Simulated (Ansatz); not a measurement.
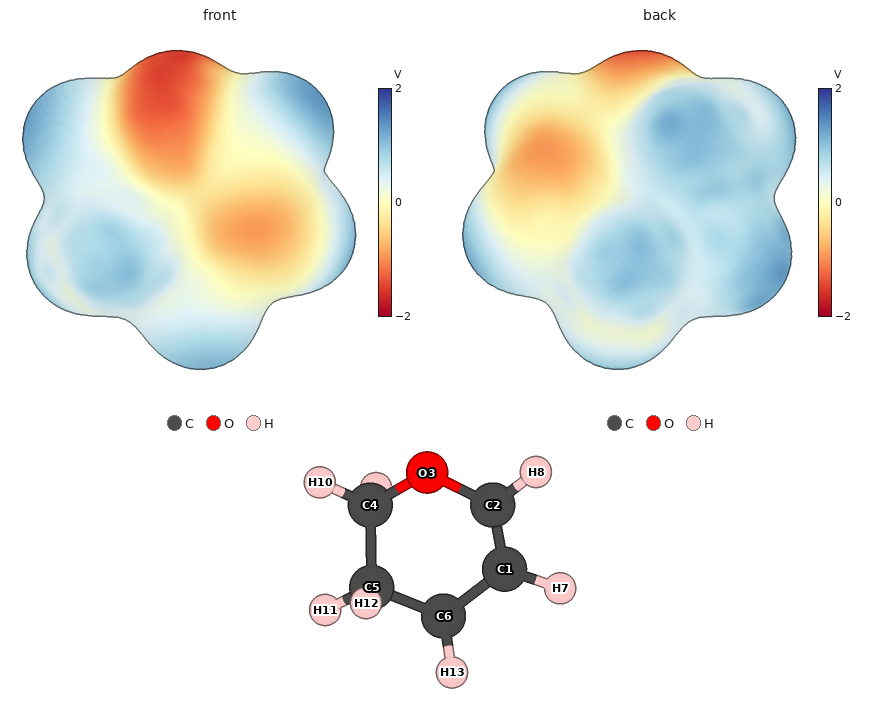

Figure 1: C5H8O. The molecular electrostatic potential painted on the density surface at 0.004 e/bohr³, seen from the front and from behind; the colour scale runs from red (negative) to blue (positive). The bare structure is drawn below in the same view.

Geometry: PBE0-D4/def2-TZVP.

Computed with Ansatz 0.2.0, RKS PBE0-D4/def2-TZVPP.

```yaml
atoms:
  - { symbol: C, position_ang: [-0.2339, 0.5656, 1.2948] }
  - { symbol: C, position_ang: [-1.4169, 0.2733, 0.7597] }
  - { symbol: O, position_ang: [-1.6173, -0.2365, -0.4765] }
  - { symbol: C, position_ang: [-0.4709, -0.2087, -1.3154] }
  - { symbol: C, position_ang: [0.7774, -0.6615, -0.5871] }
  - { symbol: C, position_ang: [1.0508, 0.2680, 0.5882] }
  - { symbol: H, position_ang: [-0.2176, 0.9925, 2.2901] }
  - { symbol: H, position_ang: [-2.3549, 0.4177, 1.2835] }
  - { symbol: H, position_ang: [-0.3394, 0.8166, -1.6863] }
  - { symbol: H, position_ang: [-0.7075, -0.8549, -2.1615] }
  - { symbol: H, position_ang: [1.6183, -0.6857, -1.2849] }
  - { symbol: H, position_ang: [0.6216, -1.6828, -0.2265] }
  - { symbol: H, position_ang: [1.7610, -0.1963, 1.2798] }
  - { symbol: H, position_ang: [1.5294, 1.1927, 0.2421] }
```

Where is the surface potential most negative and most positive?

Answer. The most negative region (about −1.5 V, or −35 kcal/mol for a unit charge) lies over O3, the most positive (about +1.3 V, or +30 kcal/mol for a unit charge) over H8, H10 and H11. O3 is the likeliest acceptor of a hydrogen bond.
